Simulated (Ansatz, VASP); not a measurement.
# Cross-check of Ge (Germanium) between VASP and Ansatz, part 2 of 2

Aim: how closely do two programs agree when they are given the same cell, functional and k mesh?

VASP 6.6.1 and Ansatz 0.2.0.

So far. Step 3 (VASP: band structure, PBE): The run ends at a pressure of 3.44 GPa.

### Step 6. VASP: band structure, r2SCAN

Level of this step: r2SCAN; plane waves and PAW (Ge_d) (VASP).

The same path points are solved in both programs, so levels can be compared one by one.

The input, INCAR:

```
SYSTEM = Ge
PREC = Accurate
ENCUT = 360
EDIFF = 1E-06
NELM = 100
ISMEAR = 0
SIGMA = 0.03
LREAL = .FALSE.
ALGO = Normal
METAGGA = R2SCAN
LASPH = .TRUE.
NBANDS = 26
LORBIT = 11
LWAVE = .FALSE.
LCHARG = .FALSE.
KPAR = 8
```

The input, POSCAR:

```
Ge
1.0
    0.0000000000      2.8289100000      2.8289100000
    2.8289100000      0.0000000000      2.8289100000
    2.8289100000      2.8289100000      0.0000000000
Ge
2
Direct
    0.7500000000      0.7500000000      0.7500000000
    0.5000000000      0.5000000000      0.5000000000
```

The input, KPOINTS:

```
Automatic mesh
0
Gamma
6 6 6
0 0 0
```

The input, KPOINTS_OPT:

```
Line mode
10
Line-mode
Reciprocal
  0.00000000   0.00000000   0.00000000 GAMMA
  0.50000000   0.00000000   0.50000000 X

  0.50000000   0.00000000   0.50000000 X
  0.50000000   0.25000000   0.75000000 W

  0.50000000   0.25000000   0.75000000 W
  0.37500000   0.37500000   0.75000000 K

  0.37500000   0.37500000   0.75000000 K
  0.00000000   0.00000000   0.00000000 GAMMA

  0.00000000   0.00000000   0.00000000 GAMMA
  0.50000000   0.50000000   0.50000000 L

  0.50000000   0.50000000   0.50000000 L
  0.62500000   0.25000000   0.62500000 U

  0.62500000   0.25000000   0.62500000 U
  0.50000000   0.25000000   0.75000000 W

  0.50000000   0.25000000   0.75000000 W
  0.50000000   0.50000000   0.50000000 L

  0.50000000   0.50000000   0.50000000 L
  0.37500000   0.37500000   0.75000000 K

  0.62500000   0.25000000   0.62500000 U
  0.50000000   0.00000000   0.50000000 X
```

PAW data sets: Ge_d (PBE family, release 64).

Started as:

```bash
$ mpirun -np 8 vasp_std
```

Numbers of over 12 decimals in the logs are rounded to 6 here.

Output:

```text
[banner, memory and clock lines left out]
running    8 mpi-ranks, on    1 nodes
[...]
[... a notice as in an earlier step ...]

|                                                                             |
|               ----> ADVICE to this user running VASP <----                  |
|                                                                             |
|     You enforced a specific xc type in the INCAR file but a different       |
|     [... a line on the potential file left out ...]
|     I HOPE YOU KNOW WHAT YOU ARE DOING!                                     |
|                                                                             |

 LDA part: xc-table for (None), standard interpolation
 POSCAR, INCAR and KPOINTS ok, starting setup
[...]
entering main loop
       N       E                     dE             d eps       ncg     rms          rms(c)
DAV:   1     0.158116056882E+03    0.15812E+03   -0.11103E+04  1008   0.251E+03
DAV:   2    -0.423027691524E+01   -0.16235E+03   -0.15467E+03   832   0.481E+02
[...]
1 F= -.27700938E+02 E0= -.27700938E+02  d E =-.964914E-23
 Start KPOINTS_OPT (optional k-point list driver)
k-point batch [1-16\100]
       N       E                     dE             ncg
DAV:   1    -0.365048760312E+04   -0.13289E+05     1044
DAV:   2    -0.625002984429E+04   -0.25995E+04      856
DAV:   3    -0.665229826453E+04   -0.40227E+03      954
DAV:   4    -0.666320225950E+04   -0.10904E+02      912
DAV:   5    -0.666334526249E+04   -0.14300E+00      986
DAV:   6    -0.666334872883E+04   -0.34663E-02      918
DAV:   7    -0.666334885107E+04   -0.12224E-03      966
DAV:   8    -0.666334885589E+04   -0.48161E-05      816
DAV:   9    -0.666334885611E+04   -0.21865E-06      534
[...]
k-point batch [97-100\100]
       N       E                     dE             ncg
DAV:   1     0.902430854519E+04   -0.44161E+04      248
DAV:   2     0.835111823174E+04   -0.67319E+03      208
DAV:   3     0.824693410469E+04   -0.10418E+03      258
DAV:   4     0.824388629825E+04   -0.30478E+01      220
DAV:   5     0.824384706307E+04   -0.39235E-01      240
DAV:   6     0.824384610687E+04   -0.95620E-03      222
DAV:   7     0.824384607309E+04   -0.33784E-04      254
DAV:   8     0.824384607171E+04   -0.13796E-05      216
DAV:   9     0.824384607166E+04   -0.49698E-07      122
```

OUTCAR, selected parts (step 6):

```text
  Total        0.1590092      0.1590092      0.1590092      0.0000000     -0.0000000     -0.0000000
  in kB        5.6265938      5.6265938      5.6265938      0.0000000     -0.0000000     -0.0000000
  external PRESSURE =       5.6265938 kB  Pullay stress =       0.0000000 kB

 POSITION                                       TOTAL-FORCE (eV/Angst)
 -----------------------------------------------------------------------------------
      4.24336      4.24336      4.24336         0.000000      0.000000     -0.000000
      2.82891      2.82891      2.82891        -0.000000     -0.000000      0.000000
 -----------------------------------------------------------------------------------
    total drift:                                0.000000      0.000000      0.000000

  FREE ENERGIE OF THE ION-ELECTRON SYSTEM (eV)
  ---------------------------------------------------
  free  energy   TOTEN  =       -27.7009383379 eV

  energy  without entropy=      -27.7009383379  energy(sigma->0) =      -27.70093834

[... 2 parts as in an earlier step ...]

[... 1 further part left out ...]
[key lines of the parts left out:]
E-fermi :   5.0146
```

The run ends at a pressure of 0.56 GPa.

### Step 7. Ansatz: band structure, r2SCAN

The same cell, functional, mesh and smearing now go to Ansatz, which takes its cutoff from its data sets.

The input, input.yaml:

```yaml
crystal:
  lattice:
    - [0.0, 2.82891, 2.82891]
    - [2.82891, 0.0, 2.82891]
    - [2.82891, 2.82891, 0.0]
  atoms:
    - { symbol: Ge, position: [0.75, 0.75, 0.75] }
    - { symbol: Ge, position: [0.5, 0.5, 0.5] }
hamiltonian:
  xc: r2scan
  pseudopotentials: { kind: paw }
kpoints:
  mp_grid: { grid: [6, 6, 6] }
  band_path:
    path:
      - [0.0, 0.0, 0.0]
      - [0.16667, 0.0, 0.16667]
      - [0.33333, 0.0, 0.33333]
      - [0.5, 0.0, 0.5]
      - [0.5, 0.08333, 0.58333]
      - [0.5, 0.19444, 0.69444]
      - [0.5, 0.25, 0.75]
      - [0.45833, 0.29167, 0.75]
      - [0.40278, 0.34722, 0.75]
      - [0.375, 0.375, 0.75]
      - [0.20833, 0.20833, 0.41667]
      - [0.08333, 0.08333, 0.16667]
      - [0.0, 0.0, 0.0]
      - [0.22222, 0.22222, 0.22222]
      - [0.38889, 0.38889, 0.38889]
      - [0.51389, 0.47222, 0.51389]
      - [0.55556, 0.38889, 0.55556]
      - [0.61111, 0.27778, 0.61111]
      - [0.61111, 0.25, 0.63889]
      - [0.56944, 0.25, 0.68056]
      - [0.51389, 0.25, 0.73611]
      - [0.5, 0.27778, 0.72222]
      - [0.5, 0.38889, 0.61111]
      - [0.5, 0.47222, 0.52778]
      - [0.48611, 0.48611, 0.52778]
      - [0.43056, 0.43056, 0.63889]
      - [0.38889, 0.38889, 0.72222]
      - [0.59722, 0.19444, 0.59722]
      - [0.55556, 0.11111, 0.55556]
      - [0.5, 0.0, 0.5]
    npoints: 1
scf:
  occupations: { method: gaussian, width: 0.03 }
  n_extra_bands: 7
output:
  forces: true
  stress: true
  eigenvalues: true
```

Started as:

```bash
$ ansatz run input.yaml --threads 2 --pin off --max-ram 4608MiB --backend cpu --events-out ev --progress --plain --runs-dir out
```

Output:

```text
[...]
Crystal: 2 atoms, lattice volume = 45.278 Å³
Basis set: ecut = 500 eV, 1139 PW (Γ), exchange–correlation on 120×120×120 points (64 copies of the dense FFT grid, shifted against one another)
Bands: 21, of which v1, the nominal top of the filled ones, is band 14 counted from 1 (13 counted from 0)
Symmetry: 48 space group operations
[...]
k-points: 16 of 216
[...]
k-point 0: bands = [... 10 lower, -4.9136, 8.3851, 8.3851, 8.3851, 8.8307, 11.1096, 11.1096, 11.1096, ... 3 higher]
  k-point 1: bands = [... 10 lower, -4.5603, 5.1930, 7.8365, 7.8365, 9.6329, 11.8390, 11.8390, 12.9177, ... 3 higher]
  k-point 2: bands = [... 10 lower, -3.5807, 2.1124, 7.1549, 7.1549, 9.0785, 12.4130, 12.4130, 15.9432, ... 3 higher]
  k-point 15: bands = [... 10 lower, -0.7483, -0.7483, 4.5064, 4.5064, 11.3717, 11.3717, 15.4128, 15.4128, ... 3 higher]
[key lines of the parts left out:]
SCF converged after 6 iterations
Free energy (F): -8605.774198 eV
Fermi energy:    8.608984 eV
P = ⅓ Tr σ = 0.5442 GPa (5.442 kbar)
```

Elapsed: 3.5 s, on 2 threads of Arm Neoverse N1, shared host; peak memory 0.39 GiB.

### Step 8. Differences

What differs besides the data sets and the points named for the pairs above, as far as they apply: VASP keeps PBE cores, Ansatz makes them for the functional; the cutoff is 500 eV in Ansatz and 360 eV in VASP. Total energies have different zeros and are not compared.

The two programs side by side:

```csv
quantity,Ansatz,VASP,difference
pressure (GPa),0.54,0.56,-0.02
gap over the path points (eV),0.446,0.406,+0.040
```

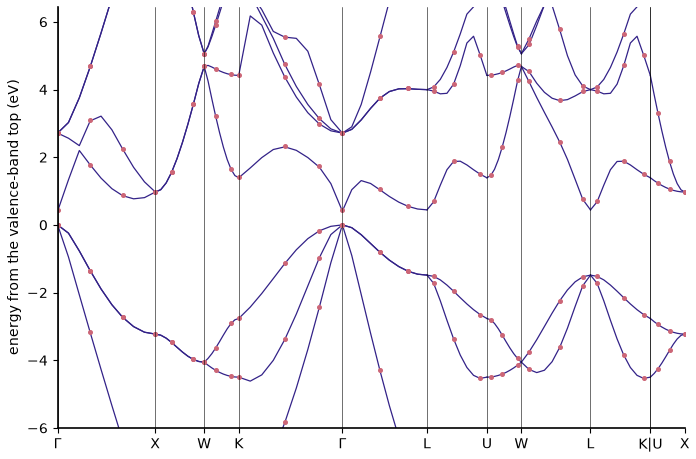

Bands from VASP (lines) and levels from Ansatz (dots). Dots without a line are higher empty bands that the VASP plot leaves out.

Levels at points of the path, from each program's valence-band top (eV; 3 filled, then empty):

```csv
k (reciprocal lattice),Ansatz,VASP
0.000 0.000 0.000,0.00 0.00 0.00 0.45 2.73 2.73,0.00 0.00 0.00 0.41 2.71 2.71
0.167 0.000 0.167,-3.17 -1.35 -1.35 1.78 3.10 4.68,-3.18 -1.35 -1.35 1.77 3.07 4.67
0.333 0.000 0.333,-6.37 -2.73 -2.73 0.87 2.25 7.78,-6.38 -2.73 -2.73 0.86 2.24 7.76
0.500 0.000 0.500,-9.21 -3.22 -3.22 0.98 0.98 10.13,-9.22 -3.23 -3.23 0.97 0.97 10.11
0.500 0.083 0.583,-9.19 -3.47 -3.47 1.56 1.56 9.12,-9.19 -3.47 -3.47 1.55 1.55 9.10
0.500 0.194 0.694,-9.12 -3.97 -3.97 3.57 3.57 6.30,-9.13 -3.98 -3.98 3.56 3.56 6.29
0.500 0.250 0.750,-9.11 -4.05 -4.05 4.70 4.70 5.06,-9.11 -4.06 -4.06 4.68 4.68 5.06
0.458 0.292 0.750,-8.79 -4.30 -3.63 3.22 4.62 5.91,-8.80 -4.30 -3.64 3.21 4.61 5.90
0.403 0.347 0.750,-8.61 -4.47 -2.91 1.65 4.45 7.36,-8.61 -4.48 -2.91 1.64 4.44 7.35
0.375 0.375 0.750,-8.59 -4.50 -2.76 1.40 4.43 7.74,-8.59 -4.50 -2.77 1.39 4.42 7.71
```

Among the levels compared (up to four filled and three empty ones at each point), filled levels agree within 13 meV and empty ones within 40 meV. Ansatz's pressure holds a Pulay correction of 0.05 GPa; VASP's holds none.

### Step 9. What moves the difference

An all-electron run, which needs no data sets, serves as referee.

```csv
run,difference in gap over the path points (eV)
as above,0.040
Ansatz's all-electron LAPW method,0.045
```

### Step 10. VASP: band structure, r2SCAN, spin-orbit coupling

The same path points are solved in both programs, so levels can be compared one by one.

Changes to INCAR since step 6:

```diff
@@ -11,3 +11,7 @@
 LASPH = .TRUE.
-NBANDS = 26
+LNONCOLLINEAR = .TRUE.
+MAGMOM = 0 0 0 0 0 0
+NBANDS = 40
+GGA_COMPAT = .FALSE.
+LSORBIT = .TRUE.
 LORBIT = 11
```

POSCAR is that of step 6.

KPOINTS is that of step 6.

KPOINTS_OPT is that of step 6.

Started as:

```bash
$ mpirun -np 8 vasp_ncl
```

Output:

```text
[banner, memory and clock lines left out]
running    8 mpi-ranks, on    1 nodes
[...]
[... a notice as in an earlier step ...]

 [... a notice as in an earlier step ...]

 LDA part: xc-table for (None), standard interpolation
 POSCAR, INCAR and KPOINTS ok, starting setup
[...]
entering main loop
       N       E                     dE             d eps       ncg     rms          rms(c)
DAV:   1     0.217312886347E+03    0.21731E+03   -0.11515E+04  1584   0.330E+03
DAV:   2     0.121133628166E+02   -0.20520E+03   -0.19735E+03  1280   0.742E+02
DAV:   3    -0.282361304349E+02   -0.40349E+02   -0.40008E+02  1472   0.183E+02
DAV:   4    -0.303724862814E+02   -0.21364E+01   -0.21332E+01  1464   0.508E+01
[...]
DAV:  14    -0.277178554903E+02   -0.28806E-05   -0.25499E-06  1272   0.306E-02    0.252E-03
DAV:  15    -0.277178567866E+02   -0.12964E-05   -0.21593E-06  1360   0.320E-02    0.139E-03
DAV:  16    -0.277178563123E+02    0.47431E-06   -0.55447E-08   816   0.278E-03
   1 F= -.27717856E+02 E0= -.27717856E+02  d E =-.485176E-15  mag=     0.0000     0.0000     0.0000
 Start KPOINTS_OPT (optional k-point list driver)
k-point batch [1-16\100]
       N       E                     dE             ncg
DAV:   1    -0.272184648820E+04   -0.11432E+05     1648
DAV:   2    -0.599260333258E+04   -0.32708E+04     1288
DAV:   3    -0.662967452576E+04   -0.63707E+03     1488
DAV:   4    -0.666254748266E+04   -0.32873E+02     1496
[...]
DAV:   8    -0.666317623809E+04   -0.37988E-04     1544
DAV:   9    -0.666317623997E+04   -0.18743E-05     1160
DAV:  10    -0.666317624011E+04   -0.14539E-06      904
[...]
k-point batch [97-100\100]
       N       E                     dE             ncg
DAV:   1     0.897734758328E+04   -0.39197E+04      376
DAV:   2     0.809258165976E+04   -0.88477E+03      320
DAV:   3     0.792718382441E+04   -0.16540E+03      352
DAV:   4     0.791815842683E+04   -0.90254E+01      384
DAV:   5     0.791798116997E+04   -0.17726E+00      368
DAV:   6     0.791797638745E+04   -0.47825E-02      392
DAV:   7     0.791797618417E+04   -0.20328E-03      360
DAV:   8     0.791797617256E+04   -0.11610E-04      392
DAV:   9     0.791797617189E+04   -0.66875E-06      288
```

From OUTCAR (step 10):

```text
  Total        0.1605042      0.1605042      0.1605042      0.0000000      0.0000000      0.0000000
  in kB        5.6794921      5.6794921      5.6794921      0.0000000      0.0000000      0.0000000
  external PRESSURE =       5.6794921 kB  Pullay stress =       0.0000000 kB

 POSITION                                       TOTAL-FORCE (eV/Angst)
 -----------------------------------------------------------------------------------
      4.24336      4.24336      4.24336         0.000000      0.000000      0.000000
      2.82891      2.82891      2.82891        -0.000000     -0.000000     -0.000000
 -----------------------------------------------------------------------------------
    total drift:                                0.000000      0.000000      0.000000

  FREE ENERGIE OF THE ION-ELECTRON SYSTEM (eV)
  ---------------------------------------------------
  free  energy   TOTEN  =       -27.7178563123 eV

  energy  without entropy=      -27.7178563123  energy(sigma->0) =      -27.71785631

 magnetization (x)
# of ion       s       p       d       tot
------------------------------------------
    1       -0.000  -0.000   0.000  -0.000
    2        0.000  -0.000   0.000  -0.000
--------------------------------------------------
tot         -0.000  -0.000   0.000  -0.000

 magnetization (y)
# of ion       s       p       d       tot
------------------------------------------
    1       -0.000   0.000   0.000  -0.000
    2        0.000  -0.000   0.000  -0.000
--------------------------------------------------
tot          0.000  -0.000   0.000  -0.000

 magnetization (z)
# of ion       s       p       d       tot
------------------------------------------
    1        0.000  -0.000   0.000  -0.000
    2        0.000  -0.000   0.000   0.000
--------------------------------------------------
tot          0.000  -0.000   0.000  -0.000

[... 1 part as in an earlier step ...]

[... 2 further parts left out ...]
[key lines of the parts left out:]
E-fermi :   5.0582
```

The run ends at a pressure of 0.57 GPa.

### Step 11. Ansatz: band structure, r2SCAN, spin-orbit coupling

The same cell, functional, mesh and smearing now go to Ansatz, which takes its cutoff from its data sets.

Changes to input.yaml since step 7:

```diff
@@ -10,3 +10,6 @@
   xc: r2scan
-  pseudopotentials: { kind: paw }
+  pseudopotentials: { kind: paw_fr }
+magnetization:
+  noncollinear: true
+  spin_orbit: true
 kpoints:
@@ -48,3 +51,3 @@
   occupations: { method: gaussian, width: 0.03 }
-  n_extra_bands: 7
+  n_extra_bands: 14
 output:
```

Started as:

```bash
$ ansatz run input.yaml --threads 2 --pin off --max-ram 4608MiB --backend cpu --events-out ev --progress --plain --runs-dir out
```

Output:

```text
[...]
non-collinear run that drives no moment, with spin-orbit: no starting moment large enough to seed its density (crystal.atoms[].spin), no starting occupations that ask for one, no magnetisation constraint and no magnetic field, so the semilocal B_xc is pinned to zero
Crystal: 2 atoms, lattice volume = 45.278 Å³
[...]
k-point 1: bands = [... 24 lower, 7.7415, 7.7415, 7.9269, 7.9269, 9.6311, 9.6311, 11.7678, 11.7678, ... 10 higher]
  k-point 2: bands = [... 24 lower, 7.0611, 7.0611, 7.2436, 7.2436, 9.0784, 9.0784, 12.3553, 12.3553, ... 10 higher]
  k-point 15: bands = [... 24 lower, 4.4703, 4.4703, 4.5382, 4.5382, 11.3409, 11.3409, 11.3998, 11.3998, ... 10 higher]
[key lines of the parts left out:]
SCF converged after 6 iterations
Magnetization: |M| = 0.0000 μB,  M = (+0.0000, +0.0000, +0.0000) μB
Free energy (F): -8600.310794 eV
Fermi energy:    8.657215 eV
P = ⅓ Tr σ = 0.5273 GPa (5.273 kbar)
```

Run time: 22 s. Hardware: 2 threads; peak memory 0.53 GiB.

### Step 12. Side by side

What differs besides the data sets and the points named for the pairs above, as far as they apply: spin-orbit coupling enters by fully relativistic files in Ansatz and inside the spheres in VASP. Total energies have different zeros and are not compared.

The two programs side by side:

```csv
quantity,Ansatz,VASP,difference
pressure (GPa),0.53,0.57,-0.04
gap over the path points (eV),0.354,0.311,+0.043
```

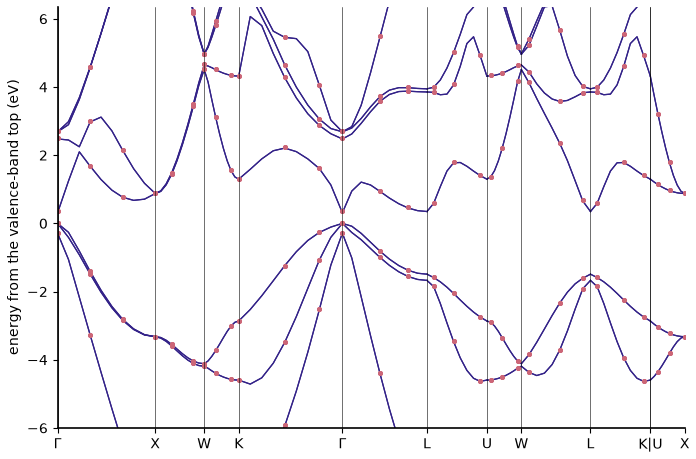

Bands from VASP (lines) and levels from Ansatz (dots). Dots without a line are higher empty bands that the VASP plot leaves out.

Levels at points of the path, from each program's valence-band top (eV; 6 filled, then empty):

```csv
k (reciprocal lattice),Ansatz,VASP
0.000 0.000 0.000,-0.29 -0.29 0.00 0.00 0.00 0.00 0.35 0.35 2.49 2.49 2.70 2.70,-0.29 -0.29 0.00 0.00 0.00 0.00 0.31 0.31 2.48 2.48 2.69 2.69
0.167 0.000 0.167,-3.26 -3.26 -1.49 -1.49 -1.41 -1.41 1.69 1.69 3.00 3.00 4.58 4.58,-3.28 -3.28 -1.49 -1.49 -1.41 -1.41 1.68 1.68 2.98 2.98 4.57 4.57
0.333 0.000 0.333,-6.46 -6.46 -2.84 -2.84 -2.81 -2.81 0.78 0.78 2.15 2.15 7.65 7.65,-6.47 -6.47 -2.85 -2.85 -2.82 -2.82 0.77 0.77 2.14 2.14 7.64 7.64
0.500 0.000 0.500,-9.30 -9.30 -3.32 -3.32 -3.32 -3.32 0.89 0.89 0.89 0.89 10.02 10.02,-9.31 -9.31 -3.32 -3.32 -3.32 -3.32 0.88 0.88 0.88 0.88 10.00 10.00
0.500 0.083 0.583,-9.27 -9.27 -3.59 -3.59 -3.55 -3.55 1.45 1.45 1.49 1.49 8.98 8.98,-9.28 -9.28 -3.59 -3.59 -3.55 -3.55 1.44 1.44 1.48 1.48 8.96 8.96
0.500 0.194 0.694,-9.20 -9.20 -4.11 -4.11 -4.04 -4.04 3.44 3.44 3.51 3.51 6.18 6.18,-9.21 -9.21 -4.11 -4.11 -4.04 -4.04 3.43 3.43 3.50 3.50 6.17 6.17
0.500 0.250 0.750,-9.19 -9.19 -4.19 -4.19 -4.11 -4.11 4.53 4.53 4.67 4.67 4.97 4.97,-9.20 -9.20 -4.19 -4.19 -4.12 -4.12 4.51 4.51 4.65 4.65 4.96 4.96
0.458 0.292 0.750,-8.89 -8.89 -4.39 -4.39 -3.73 -3.73 3.12 3.12 4.52 4.52 5.81 5.81,-8.89 -8.89 -4.40 -4.40 -3.73 -3.73 3.11 3.11 4.51 4.51 5.80 5.80
0.403 0.347 0.750,-8.70 -8.70 -4.57 -4.57 -3.01 -3.01 1.56 1.56 4.36 4.36 7.25 7.25,-8.71 -8.71 -4.57 -4.57 -3.01 -3.01 1.55 1.55 4.34 4.34 7.23 7.23
0.375 0.375 0.750,-8.68 -8.68 -4.59 -4.59 -2.86 -2.86 1.31 1.31 4.33 4.33 7.62 7.62,-8.69 -8.69 -4.60 -4.60 -2.86 -2.86 1.30 1.30 4.32 4.32 7.60 7.60
```

Among the levels compared (up to four filled and three empty ones at each point), filled levels agree within 14 meV and empty ones within 43 meV. Ansatz's pressure holds a Pulay correction of 0.05 GPa; VASP's holds none.

### Step 13. Results

```
difference in gap over the path points (band structure, PBE)                         : -0.0054 eV
difference in gap over the path points (band structure, r2SCAN)                      : 0.040 eV
difference in gap over the path points (band structure, r2SCAN, spin-orbit coupling) : 0.043 eV
```

**Reading.** The difference in gap over the path points is 0.043 eV (band structure, r2SCAN, spin-orbit coupling), within the 0.08 eV picked in this series as the mark of a large difference. For band structure, PBE: with Ansatz's all-electron LAPW method the difference in gap over the path points shrinks in size, from -0.0054 to 0.0011 eV. The all-electron run, which needs no data set, lies 0.0011 eV from VASP and 0.0065 eV from Ansatz's PAW result, so it sides with VASP. For band structure, r2SCAN: no further run halves the difference in gap over the path points; only Ansatz's side was varied. The all-electron run, which needs no data set, lies 0.045 eV from VASP and 0.0057 eV from Ansatz's PAW result, so it sides with Ansatz. 4 further runs on this material are not shown. How closely two codes agree says nothing of how well the functional describes the real material.

[Lines on the potential files, build, host, timing and source positions are cut from VASP's logs without a mark.]

[Logs are printed without paths, hosts, clocks, repeated set-up lines and the standing remarks that a program may print on its own settings, such as how far it seeks lower states.]

[Hosts, paths, dates, database ids (printed as entryN), source tags and the programs' standing remarks are cut or masked in the printed files.]
